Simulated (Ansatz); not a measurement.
**CH4BClFGa (SMILES FC[B](Cl)[GaH2]): density, localisation and related maps**

Input

```
crystal:
  periodic: [false, false, false]
  atoms:
    - {symbol: F, position_ang: [1.459767, 0.536171, 1.064998]}
    - {symbol: C, position_ang: [1.245451, 0.534416, -0.314298]}
    - {symbol: B, position_ang: [-0.168367, -0.027081, -0.669015]}
    - {symbol: Cl, position_ang: [-0.579614, -0.089483, -2.372210]}
    - {symbol: Ga, position_ang: [-1.452795, -0.654256, 0.855865]}
    - {symbol: H, position_ang: [2.039214, -0.063935, -0.780657]}
    - {symbol: H, position_ang: [1.367565, 1.563043, -0.678390]}
    - {symbol: H, position_ang: [-1.443172, -2.140272, 1.368086]}
    - {symbol: H, position_ang: [-2.468058, 0.341396, 1.525620]}
basis:
  gaussian: {orbitals: def2-TZVPP}
hamiltonian: {xc: pbe0, dispersion: d4}
output: {orbitals: {seedname: orbitals}}
```

Command:

```sh
ansatz run in.yaml --threads 4 --pin off --events-out ev --progress --plain --max-ram 10444MiB
```

Geometry: PBE0-D4/def2-TZVP.

Theory: RKS PBE0-D4/def2-TZVPP in Ansatz 0.2.0.

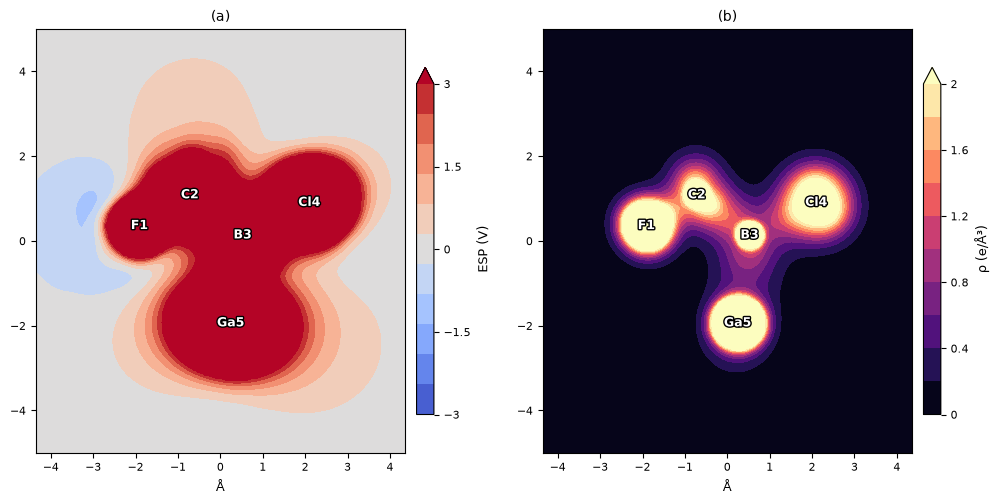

Figure 1. (a) electrostatic potential; (b) total electron density on the plane of atoms C2, B3 and Ga5.

> Describe what can be read from this map.

The plane passes through F, C, B, Cl and Ga nuclei. C–F (1.40 Å): the density is about 2 e/Å³ at the midpoint, with its minimum of 1.6 e/Å³ about 0.5 Å from C. C–B (1.56 Å): the density is about 1.5 e/Å³ at the midpoint. B–Cl (1.75 Å): ρ at the midpoint is about 1.4 e/Å³. Ga–B (2.09 Å): ρ at the midpoint is about 0.68 e/Å³. Outside the dense part of the molecule the potential is most negative (−1.0 V) near F1.

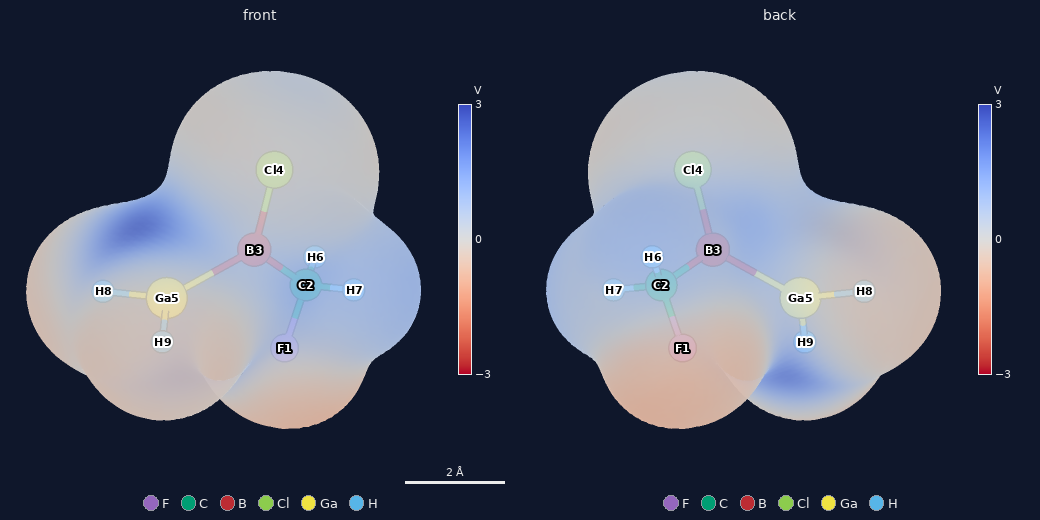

Figure 2. The electrostatic potential painted on the density surface at 0.001 e/bohr³, seen from the front and from behind; red is negative and blue positive.

> Describe the electrostatic potential map.

The most negative region (about −0.7 V) lies over F1, the most positive (about +2.3 V) over Ga5.

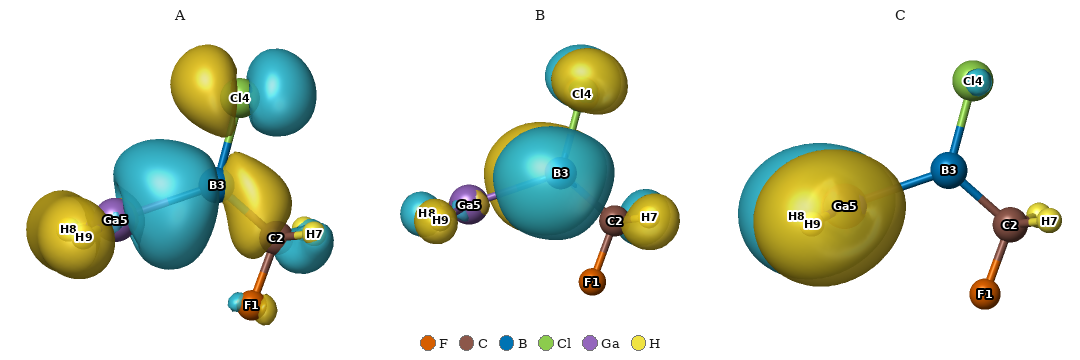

Figure 3. Three frontier orbitals at ±0.1 Å⁻³ᐟ² (yellow and cyan are the two phases), in no order.

> Order the three orbitals by energy and name them.

C is the HOMO−1 (−8.55 eV). It lies mainly on Ga5 (about 40 %), H8 (about 30 %) and H9 (about 30 %). A is the HOMO (−7.45 eV). It lies mainly on Ga5 (about 25 %), B3 (about 25 %), Cl4 (about 20 %), C2 (about 10 %), H8 (about 5 %) and H9 (about 5 %). B is the LUMO (−1.88 eV). It lies mainly on B3 (about 50 %), Cl4 (about 15 %), Ga5 (about 15 %) and C2 (about 10 %).

> What is the HOMO–LUMO gap?

5.57 eV between the orbital energies.
